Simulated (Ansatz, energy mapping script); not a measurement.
# MnS in the rock-salt structure: J from the energies of magnetic orders, part 2 of 3

How strongly do the moments of MnS in the rock-salt structure couple under PBE+U (4.4 eV)? The plan is to run several orders and fit a Heisenberg model.

PBE with U = 4.4 eV on Mn d, ortho-atomic projectors; plane waves, U on orthogonalised atomic orbitals unless named otherwise, collinear spin, no spin–orbit coupling.

So far. Step 4 (Parallel start in cell A (4 atoms)): The run ends ferromagnetic.

## Step 5: Order 2: compensated +−, cell A of 4 atoms

This order reverses 6 of the 12 neighbours at 3.77 Å, 6 of the 6 neighbours at 5.33 Å and 12 of the 24 neighbours at 6.52 Å, counted for an average magnetic atom.

input.yaml

```yaml
crystal:
  lattice:
    - [0.0, -2.663168897, -2.663168897]
    - [-2.663168897, 0.0, -2.663168897]
    - [2.663168897, 2.663168897, -5.326337794]
  atoms:
    - { symbol: Mn, position: [0.5, 0.5, 0.5], spin: 4.5 }
    - { symbol: Mn, position: [0.0, 0.0, 0.0], spin: -4.5 }
    - { symbol: S, position: [0.75, 0.75, 0.75] }
    - { symbol: S, position: [0.25, 0.25, 0.25] }
magnetization:
  spin_polarized: true
kpoints:
  mp_grid: { grid: [8, 8, 8] }
hamiltonian:
  xc: pbe
  hubbard:
    sites:
      - { species: Mn, l: d, u_eff: 4.4 }
      - { site: 0, l: d, u_eff: 4.4, starting_ns: [{ spin: up, occupation_matrix: mn1_major }, { spin: down, occupation_matrix: mn1_minor }] }
      - { site: 1, l: d, u_eff: 4.4, starting_ns: [{ spin: up, occupation_matrix: mn1_minor }, { spin: down, occupation_matrix: mn1_major }] }
    projectors: ortho-atomic
    occupation_matrices:
      mn1_major:
        matrix:
          - [0.994, 0.0, 0.0, 0.0, 0.0]
          - [0.0, 0.999, 0.0, 0.0, 0.0]
          - [0.0, 0.0, 0.999, 0.0, 0.0]
          - [0.0, 0.0, 0.0, 0.994, 0.0]
          - [0.0, 0.0, 0.0, 0.0, 0.999]
      mn1_minor:
        matrix:
          - [0.095, 0.0, 0.0, 0.0, 0.0]
          - [0.0, 0.021, 0.0, 0.0, 0.0]
          - [0.0, 0.0, 0.021, 0.0, 0.0]
          - [0.0, 0.0, 0.0, 0.095, 0.0]
          - [0.0, 0.0, 0.0, 0.0, 0.021]
scf:
  occupations: { method: fermi_dirac, width: 0.04 }
output:
  eigenvalues: true
  write_density: true
  write_potential: true
  elf: true
  volumetric_format: npy
```

Command:

```bash
$ ansatz run input.yaml --threads 4 --pin off --max-ram 8192MiB --backend cpu --events-out ev --progress --plain --runs-dir out
```

Numbers of over 12 decimals in the logs are rounded to 6 here.

The program printed:

```text
[...]
Crystal: 4 atoms, lattice volume = 75.554 Å³
Basis set: ecut = 420 eV, 1479 PW (Γ)
Bands: 31, of which v1, the nominal top of the filled ones, is band 21 counted from 1 (20 counted from 0)
Symmetry: 12 space group operations
[...]
k-points: 65 of 512
[...]
Starting moments: Σ|m| = 9 μB on 2 of 4 sites
Starting magnetic order: antiferromagnet; a translation exchanges its spin sublattices: spin-degenerate at every k-point
[...]
the translation (0.5, 0.5, 0.5) carries every atom to within crystal.symmetry.tolerance of an atom of its element with the starting moment reversed, but both spin channels are solved: the dense FFT box has an odd point count along it
SCF iter   1: F=—  HF=-9602.148377 eV  |F-HF|=—  |Δ(HF+E_count)|=         —  Δρ=4.69e-2 (↑4.69e-2 ↓4.69e-2)  dr2=3.73e0  dr2_m=4.10e-1  M=-0.000 μB ∫|m|=9.295 μB  β_m=1.00  ethr=3.10e-3  ⟨swp⟩=4.2  Hψ=14995  notcnv=0
[...]
SCF iter  11: F=-9602.153407 eV  HF=-9602.153407 eV  |F-HF|=5.62e-9  |Δ(HF+E_count)|=   1.66e-7  Δρ=4.07e-6 (↑4.07e-6 ↓4.06e-6)  dr2=2.97e-8  dr2_m=6.30e-10  M=0.000 μB ∫|m|=9.599 μB  ethr=2.38e-10  ⟨swp⟩=8.5  Hψ=16006  notcnv=0
SCF 1 converged in 11 iterations: F = -9602.153407 eV  dr2 = 2.97e-8
[...]
SCF converged after 11 iterations
Magnetization: 0.0000 μB (21.0000 up, 21.0000 down)
Absolute magnetization: 9.6009 μB (∫|ρ↑−ρ↓|, with the PAW one-centre terms)
[...]
Per-site moments (μB) at R_I (Å): [(4.500841, 1.098557), (-4.500842, 1.098557), (-2.3957028065569157e-7, 1.098557), (-2.3957028016457657e-7, 1.098557)]
Free energy (F): -9602.153407 eV
[...]
Internal energy: -9602.153407 eV  (E = F + TS)
E sigma→0 (E₀):  -9602.153407 eV
Fermi energy:    9.587765 eV
[...]
--- Specified on-site occupations, and those of the state reported ---
  electrons in the specified blocks: 10.4760 specified, 10.5281 found
[...]
--- Band table (eV; the first three rows and the last of 130) ---
  k-point 0 ↑: bands = [... 17 lower, 7.7590, 7.8805, 7.8805, 7.8827, 11.1568, 12.0750, 12.0750, 12.1378, ... 6 higher]
  k-point 1 ↑: bands = [... 17 lower, 7.5766, 7.5900, 8.0724, 8.0724, 11.4445, 12.0246, 12.0616, 12.0616, ... 6 higher]
  k-point 2 ↑: bands = [... 17 lower, 7.3858, 7.3858, 8.2870, 8.2870, 11.8262, 12.0218, 12.0218, 12.1311, ... 6 higher]
  k-point 64 ↓: bands = [... 17 lower, 5.4502, 6.1489, 7.3841, 7.4646, 11.4339, 12.1757, 12.2864, 12.5442, ... 6 higher]
Occupation matrices written to <dir>
```

The job ended after 5.7 s (4 threads of Arm Neoverse V1, shared host; peak memory 0.56 GiB).

Spin moment in the sphere by atom:

```csv
atom,spin moment in the sphere (μB)
Mn1,4.50
Mn2,-4.50
S3,0.00
S4,0.00
```

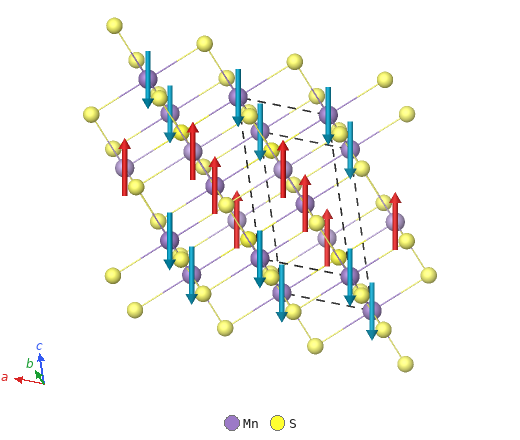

Spin moment in the sphere as arrows, the longest 4.50 μB. Up and down stand for the sign. Arrows give size and sign along the axis of quantisation, drawn up and down the page. The two directions have two colours. 2×1×1 cells are drawn. Some periodic images of atoms are drawn too.

The run ends antiferromagnetic, 31.57 meV a magnetic atom below the parallel order of its cell.

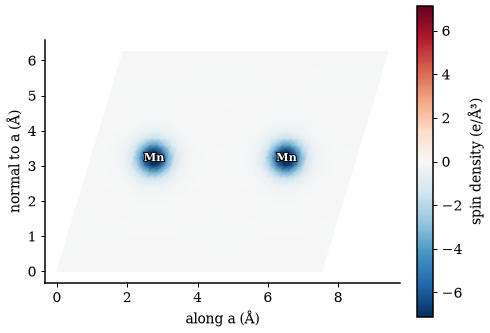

Spin density in the ac plane at fractional y = 0.000, with atoms of Mn within 0.2 Å of it. The map starts off the cell's origin, so that atoms lie inside it.

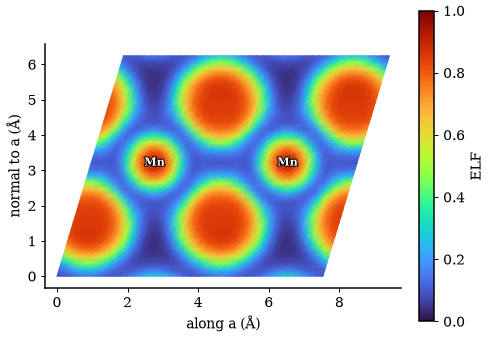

ELF in the ac plane at fractional y = 0.000, with atoms of Mn within 0.2 Å of it. It is the smooth field of the valence electrons, not physical close to the nuclei. The map starts off the cell's origin, so that atoms lie inside it.

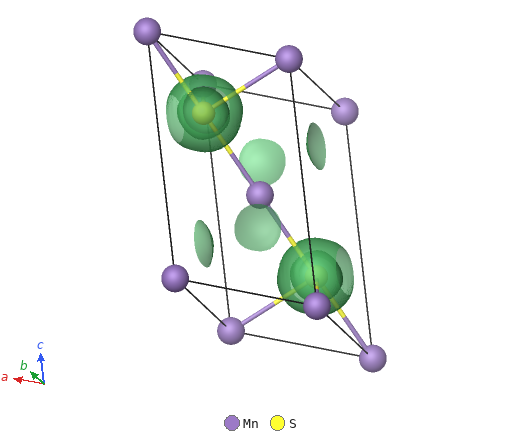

Surface of ELF = 0.82. Bonds to atoms that aren't drawn are left out.

## Step 6: Run 3 (parallel; cell B, 4 atoms)

A new cell needs its own zero of energy.

This run holds the same structure in another cell (c 6.523 → 5.326 Å, α 73.2 → 90.0°, β 73.2 → 90.0°, γ 60.0 → 90.0°).

input.yaml

```yaml
crystal:
  lattice:
    - [0.0, -2.663168897, -2.663168897]
    - [0.0, 2.663168897, -2.663168897]
    - [5.326337794, 0.0, 0.0]
  atoms:
    - { symbol: Mn, position: [0.5, 0.5, 0.5], spin: 4.5 }
    - { symbol: Mn, position: [0.0, 0.0, 0.0], spin: 4.5 }
    - { symbol: S, position: [0.5, 0.5, 0.0] }
    - { symbol: S, position: [0.0, 0.0, 0.5] }
magnetization:
  spin_polarized: true
kpoints:
  mp_grid: { grid: [7, 7, 5] }
hamiltonian:
  xc: pbe
  hubbard:
    sites:
      - { species: Mn, l: d, u_eff: 4.4 }
      - { site: 0, l: d, u_eff: 4.4, starting_ns: [{ spin: up, occupation_matrix: mn1_major }, { spin: down, occupation_matrix: mn1_minor }] }
      - { site: 1, l: d, u_eff: 4.4, starting_ns: [{ spin: up, occupation_matrix: mn1_major }, { spin: down, occupation_matrix: mn1_minor }] }
    projectors: ortho-atomic
    occupation_matrices:
      mn1_major:
        matrix:
          - [0.994, 0.0, 0.0, 0.0, 0.0]
          - [0.0, 0.999, 0.0, 0.0, 0.0]
          - [0.0, 0.0, 0.999, 0.0, 0.0]
          - [0.0, 0.0, 0.0, 0.994, 0.0]
          - [0.0, 0.0, 0.0, 0.0, 0.999]
      mn1_minor:
        matrix:
          - [0.095, 0.0, 0.0, 0.0, 0.0]
          - [0.0, 0.021, 0.0, 0.0, 0.0]
          - [0.0, 0.0, 0.021, 0.0, 0.0]
          - [0.0, 0.0, 0.0, 0.095, 0.0]
          - [0.0, 0.0, 0.0, 0.0, 0.021]
scf:
  occupations: { method: fermi_dirac, width: 0.04 }
output:
  eigenvalues: true
```

The program printed:

```text
[...]
Crystal: 4 atoms, lattice volume = 75.554 Å³
Basis set: ecut = 420 eV, 1465 PW (Γ)
Bands: 31, of which v1, the nominal top of the filled ones, is band 21 counted from 1 (20 counted from 0)
Symmetry: 32 space group operations
[...]
k-points: 30 of 245
[...]
Starting moments: Σ|m| = 9 μB on 2 of 4 sites
[...]
k-point 0 ↑: bands = [... 17 lower, 3.8904, 3.8904, 3.9691, 4.6047, 6.2922, 6.2922, 7.8307, 7.8307, ... 6 higher]
  k-point 1 ↑: bands = [... 17 lower, 3.6627, 3.7979, 3.7979, 5.4843, 6.4971, 6.4971, 7.3809, 7.7334, ... 6 higher]
  k-point 2 ↑: bands = [... 17 lower, 3.6142, 3.6207, 3.6207, 6.3026, 6.8188, 6.9610, 6.9610, 7.4297, ... 6 higher]
  k-point 29 ↓: bands = [... 17 lower, 11.8230, 11.8610, 12.0598, 12.3237, 12.3830, 12.4769, 12.5809, 12.7704, ... 6 higher]
Occupation matrices written to <dir>
[key lines of the parts left out:]
SCF converged after 12 iterations
Magnetization: 10.0000 μB (26.0000 up, 16.0000 down)
Free energy (F): -9602.089857 eV
Fermi energy:    9.553232 eV
```

The job ended after 2.8 s (4 threads; peak memory 0.43 GiB; 10 s of CPU time).

The run ends ferromagnetic. For each magnetic atom its energy differs from the parallel run of the first cell by 0.20 meV, an error that one common reference would have brought in.

## Step 7: Run 4 (compensated +−; cell B, 4 atoms)

This order reverses 8 of the 12 neighbours at 3.77 Å, 0 of the 6 neighbours at 5.33 Å and 16 of the 24 neighbours at 6.52 Å, counted for an average magnetic atom.

input.yaml, as its differences from that of step 6:

```diff
@@ -7,3 +7,3 @@
     - { symbol: Mn, position: [0.5, 0.5, 0.5], spin: 4.5 }
-    - { symbol: Mn, position: [0.0, 0.0, 0.0], spin: 4.5 }
+    - { symbol: Mn, position: [0.0, 0.0, 0.0], spin: -4.5 }
     - { symbol: S, position: [0.5, 0.5, 0.0] }
@@ -20,3 +20,3 @@
       - { site: 0, l: d, u_eff: 4.4, starting_ns: [{ spin: up, occupation_matrix: mn1_major }, { spin: down, occupation_matrix: mn1_minor }] }
-      - { site: 1, l: d, u_eff: 4.4, starting_ns: [{ spin: up, occupation_matrix: mn1_major }, { spin: down, occupation_matrix: mn1_minor }] }
+      - { site: 1, l: d, u_eff: 4.4, starting_ns: [{ spin: up, occupation_matrix: mn1_minor }, { spin: down, occupation_matrix: mn1_major }] }
     projectors: ortho-atomic
```

The program printed:

```text
[...]
Crystal: 4 atoms, lattice volume = 75.554 Å³
Basis set: ecut = 420 eV, 1465 PW (Γ)
Bands: 31, of which v1, the nominal top of the filled ones, is band 21 counted from 1 (20 counted from 0)
Symmetry: 16 space group operations
[...]
k-points: 30 of 245
[...]
Starting moments: Σ|m| = 9 μB on 2 of 4 sites
[...]
k-point 1 ↑: bands = [... 17 lower, 6.5488, 7.3463, 7.7634, 7.7634, 10.8601, 11.0235, 11.5643, 11.9607, ... 6 higher]
  k-point 2 ↑: bands = [... 17 lower, 6.8596, 6.8596, 7.4523, 7.4523, 11.0336, 11.5631, 11.9010, 12.3367, ... 6 higher]
  k-point 29 ↓: bands = [... 17 lower, 5.4568, 5.8486, 6.1106, 6.8642, 11.8203, 12.0095, 12.1329, 12.3168, ... 6 higher]
Occupation matrices written to <dir>
[key lines of the parts left out:]
SCF converged after 12 iterations
Magnetization: -0.0000 μB (21.0000 up, 21.0000 down)
Free energy (F): -9602.113407 eV
Fermi energy:    9.570899 eV
```

It took 2.6 s on 4 threads; peak memory 0.44 GiB.

The run ends antiferromagnetic, 11.78 meV a magnetic atom below the parallel order of its cell.

## Step 8: Order 5: parallel, cell C of 6 atoms

The parallel order again, as the reference for this cell.

input.yaml

```yaml
crystal:
  lattice:
    - [0.0, 2.663168897, 2.663168897]
    - [-2.663168897, 0.0, -2.663168897]
    - [-5.326337794, -5.326337794, 5.326337794]
  atoms:
    - { symbol: Mn, position: [0.0, 0.0, 0.0], spin: 4.5 }
    - { symbol: Mn, position: [0.333333333, 0.666666667, 0.666666667], spin: 4.5 }
    - { symbol: Mn, position: [0.666666667, 0.333333333, 0.333333333], spin: 4.5 }
    - { symbol: S, position: [0.666666667, 0.333333333, 0.833333333] }
    - { symbol: S, position: [0.0, 0.0, 0.5] }
    - { symbol: S, position: [0.333333333, 0.666666667, 0.166666667] }
magnetization:
  spin_polarized: true
kpoints:
  mp_grid: { grid: [8, 8, 3] }
hamiltonian:
  xc: pbe
  hubbard:
    sites:
      - { species: Mn, l: d, u_eff: 4.4 }
      - { site: 0, l: d, u_eff: 4.4, starting_ns: [{ spin: up, occupation_matrix: mn1_major }, { spin: down, occupation_matrix: mn1_minor }] }
      - { site: 1, l: d, u_eff: 4.4, starting_ns: [{ spin: up, occupation_matrix: mn1_major }, { spin: down, occupation_matrix: mn1_minor }] }
      - { site: 2, l: d, u_eff: 4.4, starting_ns: [{ spin: up, occupation_matrix: mn1_major }, { spin: down, occupation_matrix: mn1_minor }] }
    projectors: ortho-atomic
    occupation_matrices:
      mn1_major:
        matrix:
          - [0.994, 0.0, 0.0, 0.0, 0.0]
          - [0.0, 0.999, 0.0, 0.0, 0.0]
          - [0.0, 0.0, 0.999, 0.0, 0.0]
          - [0.0, 0.0, 0.0, 0.994, 0.0]
          - [0.0, 0.0, 0.0, 0.0, 0.999]
      mn1_minor:
        matrix:
          - [0.095, 0.0, 0.0, 0.0, 0.0]
          - [0.0, 0.021, 0.0, 0.0, 0.0]
          - [0.0, 0.0, 0.021, 0.0, 0.0]
          - [0.0, 0.0, 0.0, 0.095, 0.0]
          - [0.0, 0.0, 0.0, 0.0, 0.021]
scf:
  occupations: { method: fermi_dirac, width: 0.04 }
output:
  eigenvalues: true
```

The program printed:

```text
[...]
Crystal: 6 atoms, lattice volume = 113.331 Å³
Basis set: ecut = 420 eV, 2227 PW (Γ)
Bands: 46, of which v1, the nominal top of the filled ones, is band 32 counted from 1 (31 counted from 0)
Symmetry: 36 space group operations
[...]
k-points: 25 of 192
[...]
Starting moments: Σ|m| = 13.5 μB on 3 of 6 sites
[...]
k-point 0 ↑: bands = [... 28 lower, 3.6898, 3.6898, 5.1329, 5.1329, 7.8306, 7.8306, 7.8307, 8.7311, ... 10 higher]
  k-point 1 ↑: bands = [... 28 lower, 3.7781, 3.7781, 4.8866, 5.8586, 7.0355, 7.9736, 7.9736, 8.3269, ... 10 higher]
  k-point 2 ↑: bands = [... 28 lower, 3.7508, 3.7696, 5.2161, 5.2567, 7.0388, 7.6034, 7.8636, 8.0093, ... 10 higher]
  k-point 24 ↓: bands = [... 28 lower, 12.1582, 12.2160, 12.2715, 12.3537, 12.5266, 12.5934, 12.6815, 12.7545, ... 10 higher]
Occupation matrices written to <dir>
[key lines of the parts left out:]
SCF converged after 12 iterations
Magnetization: 15.0000 μB (39.0000 up, 24.0000 down)
Free energy (F): -14403.135349 eV
Fermi energy:    9.527195 eV
```

Wall time 5 s (4 threads); peak memory 0.56 GiB; 19 s of CPU time.

The run ends ferromagnetic. For each magnetic atom its energy differs from the parallel run of the first cell by 0.01 meV, an error that one common reference would have brought in.

## Step 9: Run 6 (uncompensated ++−; cell C, 6 atoms)

This order reverses 4 of the 12 neighbours at 3.77 Å, 4 of the 6 neighbours at 5.33 Å and 12 of the 24 neighbours at 6.52 Å, counted for an average magnetic atom.

input.yaml, as its differences from that of step 8:

```diff
@@ -8,3 +8,3 @@
     - { symbol: Mn, position: [0.333333333, 0.666666667, 0.666666667], spin: 4.5 }
-    - { symbol: Mn, position: [0.666666667, 0.333333333, 0.333333333], spin: 4.5 }
+    - { symbol: Mn, position: [0.666666667, 0.333333333, 0.333333333], spin: -4.5 }
     - { symbol: S, position: [0.666666667, 0.333333333, 0.833333333] }
@@ -23,3 +23,3 @@
       - { site: 1, l: d, u_eff: 4.4, starting_ns: [{ spin: up, occupation_matrix: mn1_major }, { spin: down, occupation_matrix: mn1_minor }] }
-      - { site: 2, l: d, u_eff: 4.4, starting_ns: [{ spin: up, occupation_matrix: mn1_major }, { spin: down, occupation_matrix: mn1_minor }] }
+      - { site: 2, l: d, u_eff: 4.4, starting_ns: [{ spin: up, occupation_matrix: mn1_minor }, { spin: down, occupation_matrix: mn1_major }] }
     projectors: ortho-atomic
```

The program printed:

```text
[...]
Crystal: 6 atoms, lattice volume = 113.331 Å³
Basis set: ecut = 420 eV, 2227 PW (Γ)
Bands: 46, of which v1, the nominal top of the filled ones, is band 32 counted from 1 (31 counted from 0)
Symmetry: 12 space group operations
[...]
k-points: 25 of 192
[...]
Starting moments: Σ|m| = 13.5 μB on 3 of 6 sites
[...]
k-point 1 ↑: bands = [... 28 lower, 7.3647, 7.3647, 8.0977, 8.0977, 8.6334, 8.6334, 11.7106, 11.8916, ... 10 higher]
  k-point 2 ↑: bands = [... 28 lower, 7.1098, 7.3080, 7.8726, 7.8759, 8.1638, 8.5543, 11.6863, 11.8619, ... 10 higher]
  k-point 24 ↓: bands = [... 28 lower, 7.4624, 11.4778, 11.9076, 12.2135, 12.2244, 12.2489, 12.4086, 12.5116, ... 10 higher]
Occupation matrices written to <dir>
[key lines of the parts left out:]
SCF converged after 12 iterations
Magnetization: 5.0000 μB (34.0000 up, 29.0000 down)
Free energy (F): -14403.211070 eV
Fermi energy:    9.571259 eV
```

Wall time 5 s (4 threads); peak memory 0.58 GiB.

The run ends ferrimagnetic, 25.24 meV a magnetic atom below the parallel order of its cell.

## Step 10: Order 7: parallel, cell D of 6 atoms

The parallel order again, as the reference for this cell.

This run holds the same structure in another cell (b 3.766 → 5.326 Å, c 9.225 → 6.523 Å, α 90.0 → 114.1°, β 90.0 → 106.8°, γ 120.0 → 90.0°).

input.yaml

```yaml
crystal:
  lattice:
    - [0.0, -2.663168897, -2.663168897]
    - [-5.326337794, 0.0, 0.0]
    - [2.663168897, 5.326337794, -2.663168897]
  atoms:
    - { symbol: Mn, position: [0.666666667, 0.666666667, 0.333333333], spin: 4.5 }
    - { symbol: Mn, position: [0.333333333, 0.333333333, 0.666666667], spin: 4.5 }
    - { symbol: Mn, position: [0.0, 0.0, 0.0], spin: 4.5 }
    - { symbol: S, position: [0.666666667, 0.166666667, 0.333333333] }
    - { symbol: S, position: [0.333333333, 0.833333333, 0.666666667] }
    - { symbol: S, position: [0.0, 0.5, 0.0] }
magnetization:
  spin_polarized: true
kpoints:
  mp_grid: { grid: [7, 7, 7] }
hamiltonian:
  xc: pbe
  hubbard:
    sites:
      - { species: Mn, l: d, u_eff: 4.4 }
      - { site: 0, l: d, u_eff: 4.4, starting_ns: [{ spin: up, occupation_matrix: mn1_major }, { spin: down, occupation_matrix: mn1_minor }] }
      - { site: 1, l: d, u_eff: 4.4, starting_ns: [{ spin: up, occupation_matrix: mn1_major }, { spin: down, occupation_matrix: mn1_minor }] }
      - { site: 2, l: d, u_eff: 4.4, starting_ns: [{ spin: up, occupation_matrix: mn1_major }, { spin: down, occupation_matrix: mn1_minor }] }
    projectors: ortho-atomic
    occupation_matrices:
      mn1_major:
        matrix:
          - [0.994, 0.0, 0.0, 0.0, 0.0]
          - [0.0, 0.999, 0.0, 0.0, 0.0]
          - [0.0, 0.0, 0.999, 0.0, 0.0]
          - [0.0, 0.0, 0.0, 0.994, 0.0]
          - [0.0, 0.0, 0.0, 0.0, 0.999]
      mn1_minor:
        matrix:
          - [0.095, 0.0, 0.0, 0.0, 0.0]
          - [0.0, 0.021, 0.0, 0.0, 0.0]
          - [0.0, 0.0, 0.021, 0.0, 0.0]
          - [0.0, 0.0, 0.0, 0.095, 0.0]
          - [0.0, 0.0, 0.0, 0.0, 0.021]
scf:
  occupations: { method: fermi_dirac, width: 0.04 }
output:
  eigenvalues: true
```

The program printed:

```text
[...]
Crystal: 6 atoms, lattice volume = 113.331 Å³
Basis set: ecut = 420 eV, 2185 PW (Γ)
Bands: 46, of which v1, the nominal top of the filled ones, is band 32 counted from 1 (31 counted from 0)
Symmetry: 24 space group operations
[...]
k-points: 64 of 343
[...]
Starting moments: Σ|m| = 13.5 μB on 3 of 6 sites
[...]
k-point 0 ↑: bands = [... 28 lower, 3.9874, 3.9874, 5.4732, 5.4732, 5.5265, 5.5265, 7.8306, 7.8306, ... 10 higher]
  k-point 1 ↑: bands = [... 28 lower, 3.9139, 4.1605, 5.0117, 5.4550, 5.6009, 6.0577, 7.2820, 7.4380, ... 10 higher]
  k-point 2 ↑: bands = [... 28 lower, 3.8710, 4.4197, 4.5367, 5.5304, 5.8871, 6.5728, 6.7012, 6.7253, ... 10 higher]
  k-point 63 ↓: bands = [... 28 lower, 12.3308, 12.4641, 12.4641, 12.4761, 12.4762, 12.6430, 12.6430, 12.7541, ... 10 higher]
Occupation matrices written to <dir>
[key lines of the parts left out:]
SCF converged after 12 iterations
Magnetization: 15.0000 μB (39.0000 up, 24.0000 down)
Free energy (F): -14403.135369 eV
Fermi energy:    9.593136 eV
```

The job ended after 12 s (4 threads; peak memory 0.81 GiB).

The run ends ferromagnetic. For each magnetic atom its energy differs from the parallel run of the first cell by 0.01 meV, an error that one common reference would have brought in.

(Part 2 of 3 ends here.)

[Logs and program files are shortened in this print: banners, set-up blocks, solver, clock and traceback lines can be left out without a mark of their own.]

[Logs are printed without paths, hosts, clocks, repeated set-up lines and the standing remarks that a program may print on its own settings, such as how far it seeks lower states.]

[Hosts, paths, dates, database ids (printed as entryN), source tags and the programs' standing remarks are cut or masked in the printed files.]

[Where a cell is said to come from a database of computed structures, the database is the Materials Project.]
